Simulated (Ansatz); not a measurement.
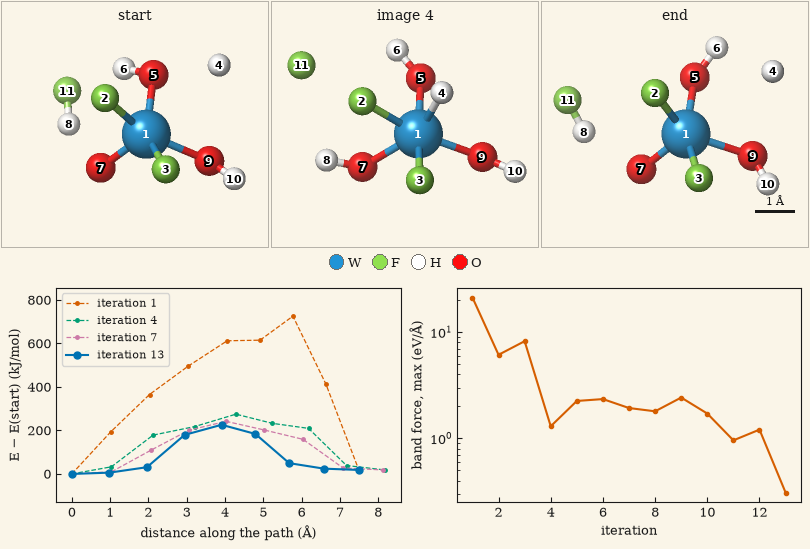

A nudged-elastic-band calculation for WH4O3F3 (multiplicity 2). Images are numbered from 0 (start) to 8 (end). The plot follows the band through its iterations. The picture is a ball-and-stick view, seen from a free direction.

All numbers below come from UKS PBE/def2-SVP (Ansatz). Run with 7 movable images; climbing image; force threshold 0.5 eV/Å; iteration limit 36; starting path through a guess of the saddle point.

> Judge this run.

The result isn't final. The band hadn't converged when the run stopped after 13 iterations. The largest component of the band force went from 21 to 0.31 eV/Å. The barrier read from it is provisional: over the last two iterations the highest image moved from 228.6 kJ/mol to 226.1 kJ/mol. The force threshold is so loose that the height of the top is at best an upper bound. The first iteration put the highest image at 725.8 kJ/mol. The highest point, image 4, lies 226.1 kJ/mol above the start and 207.8 kJ/mol above the end; the end is at +18.3 kJ/mol relative to the start.
